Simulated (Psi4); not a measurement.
# BNH2Cl (SMILES N[B]Cl) at UB3LYP/def2-SVP (density fitting with cc-pvtz-jkfit, sweep point 4)

What is the vertical doublet–quartet gap of BNH2Cl at UB3LYP/def2-SVP (density fitting with cc-pvtz-jkfit, sweep point 4)? 

Program for the calculation: Psi4 1.11.

## (1) Starting point

BNH2Cl: 5 atoms, total charge 0, spin state doublet. As SMILES, `N[B]Cl`. The coordinates come from a PBE0-D4/def2-TZVP relaxation. This is one conformer, not always the lowest.

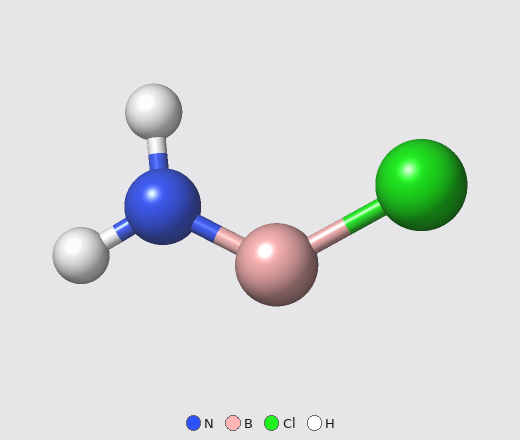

Viewed from a chosen angle; nitrogen blue, boron pink, chlorine green, hydrogen white.

## (2) A single-point energy at UB3LYP/def2-SVP (density fitting with cc-pvtz-jkfit, sweep point 4)

input.dat

```
memory 1600 mb

molecule m {
  0 2
  N     -0.63116853     0.77875614    -0.48509270
  B     -0.18594905    -1.02914485     1.33112308
  Cl     2.53828013    -2.88410001     1.48267912
  H     -2.22364073     1.81394811    -0.51608420
  H      0.59677551     1.18126780    -1.89085996
  units bohr
  symmetry c1
}

set globals {
  basis def2-SVP
  reference uks
  puream true
  scf_type df
  dft_radial_points 99
  dft_spherical_points 590
  df_basis_scf cc-pvtz-jkfit
  maxiter 150
}

e_tot, wfn = energy('b3lyp', return_wfn=True)
```

Started as:

```
psi4 input.dat output.dat -n 1
```

output.dat:

```text
[...]
  Running in c1 symmetry.
[...]
  Nuclear repulsion =   77.618076106379149
[...]
  Multiplicity = 2
[...]
  Nalpha       = 16
  Nbeta        = 15
[...]
    Number of basis functions: 56
[...]
   @DF-UKS iter   1:  -540.58761124615876   -7.70033e-02   1.31200e-02 ADIIS/DIIS
[...]
   @DF-UKS iter   9:  -540.83077826847784   -3.54930e-08   6.94720e-07 DIIS
[...]
   @S^2 Observed:                7.523860906E-01
[...]
    Orbital Energies [Eh]
    ---------------------
    Alpha Occupied:
       1A   -101.494291     2A    -14.344661     3A     -9.449688
       4A     -7.216146     5A     -7.210204     6A     -7.209904
       7A     -6.807071     8A     -0.882121     9A     -0.823463
      10A     -0.533569    11A     -0.529358    12A     -0.426904
      13A     -0.355175    14A     -0.333120    15A     -0.296238
      16A     -0.195432
    Alpha Virtual:
      17A      0.010830    18A      0.050732    19A      0.094999
      20A      0.147051    21A      0.193355    22A      0.220365
      23A      0.301207    24A      0.301379    25A      0.465015
[...]
  @DF-UKS Final Energy:  -540.83077826847784
   => Energetics <=
    Nuclear Repulsion Energy =             77.6180761063791493
    One-Electron Energy =                -897.9474085561735137
    Two-Electron Energy =                 311.7459325485343129
    DFT Exchange-Correlation Energy =     -32.2473783672177987
    Empirical Dispersion Energy =           0.0000000000000000
    VV10 Nonlocal Energy =                  0.0000000000000000
    Total Energy =                       -540.8307782684778431
[...]
 Multipole Moments:
 ------------------------------------------------------------------------------------
     Multipole            Electronic (a.u.)      Nuclear  (a.u.)        Total (a.u.)
 ------------------------------------------------------------------------------------
 L = 1.  Multiply by 2.5417464519 to convert [e a0] to [Debye]
 Dipole X            :          1.7045226           -1.9437844           -0.2392618
 Dipole Y            :         -2.6443358            3.4036577            0.7593219
 Dipole Z            :          1.8613566           -2.5847534           -0.7233967
 Magnitude           :                                                    1.0756946
[...]
```

Run time: 5.7 s. Hardware: 1 thread of AMD EPYC 9R45 (Zen 5), shared host; peak memory 0.61 GiB.

## (3) The quartet

job.in

```
memory 1600 MB

molecule system {
  0 4
  N     -0.63116853     0.77875614    -0.48509270
  B     -0.18594905    -1.02914485     1.33112308
  Cl     2.53828013    -2.88410001     1.48267912
  H     -2.22364073     1.81394811    -0.51608420
  H      0.59677551     1.18126780    -1.89085996
  units au
  symmetry c1
}

set {
  basis                def2-SVP
  reference            uks
  puream               true
  scf_type             df
  dft_radial_points    99
  dft_spherical_points 590
  df_basis_scf         cc-pvtz-jkfit
  maxiter              150
}

energy_value, wavefunction = energy("b3lyp", return_wfn=True)
```

Started as:

```
psi4 -n 1 job.in job.out
```

job.out:

```text
[...]
  Running in c1 symmetry.
[...]
  Nuclear repulsion =   77.618076106379149
[...]
  Multiplicity = 4
[...]
  Nalpha       = 17
  Nbeta        = 14
[...]
    Number of basis functions: 56
[...]
   @DF-UKS iter   1:  -540.17357425117132    3.37034e-01   1.53279e-02 ADIIS/DIIS
[...]
   @DF-UKS iter  11:  -540.59800020261105   -4.80532e-09   1.06788e-07 DIIS
[...]
   @S^2 Observed:                3.754876260E+00
[...]
    Orbital Energies [Eh]
    ---------------------
    Alpha Occupied:
       1A   -101.510572     2A    -14.431238     3A     -9.464015
       4A     -7.230135     5A     -7.228203     6A     -7.223144
       7A     -6.738689     8A     -0.959028     9A     -0.834663
      10A     -0.592551    11A     -0.578891    12A     -0.430878
      13A     -0.427496    14A     -0.350279    15A     -0.337862
      16A     -0.171027    17A     -0.068454
    Alpha Virtual:
      18A      0.017845    19A      0.065429    20A      0.139020
      21A      0.192642    22A      0.232774    23A      0.299216
      24A      0.322609    25A      0.456185    26A      0.493945
[...]
  @DF-UKS Final Energy:  -540.59800020261105
   => Energetics <=
    Nuclear Repulsion Energy =             77.6180761063791493
    One-Electron Energy =                -897.2015540525466122
    Two-Electron Energy =                 311.2211644643761588
    DFT Exchange-Correlation Energy =     -32.2356867208197428
    Empirical Dispersion Energy =           0.0000000000000000
    VV10 Nonlocal Energy =                  0.0000000000000000
    Total Energy =                       -540.5980002026110469
[...]
 Multipole Moments:
 ------------------------------------------------------------------------------------
     Multipole            Electronic (a.u.)      Nuclear  (a.u.)        Total (a.u.)
 ------------------------------------------------------------------------------------
 L = 1.  Multiply by 2.5417464519 to convert [e a0] to [Debye]
 Dipole X            :          1.8787762           -1.9437844           -0.0650083
 Dipole Y            :         -2.1953473            3.4036577            1.2083104
 Dipole Z            :          1.1950720           -2.5847534           -1.3896813
 Magnitude           :                                                    1.8426758
[...]
```

It took 6.6 s on 1 thread of AMD EPYC 9R45 (Zen 5), shared host; peak memory 0.61 GiB.

## (4) Summary of results

Level: UB3LYP/def2-SVP (density fitting with cc-pvtz-jkfit, sweep point 4).

```
                                        quantity          value
                           doublet: total energy  -540.83078 Eh
                          doublet: dipole moment         2.73 D
     doublet: HOMO energy (highest over α and β)       -5.32 eV
      doublet: LUMO energy (lowest over α and β)       -1.44 eV
                                   doublet: ⟨S²⟩          0.752
                           quartet: total energy  -540.59800 Eh
                          quartet: dipole moment         4.68 D
     quartet: HOMO energy (highest over α and β)       -1.86 eV
                                   quartet: ⟨S²⟩          3.755
vertical energy of the quartet above the doublet       6.334 eV
```

In words: At this shape the quartet lies 6.33 eV (146 kcal/mol) above the doublet.
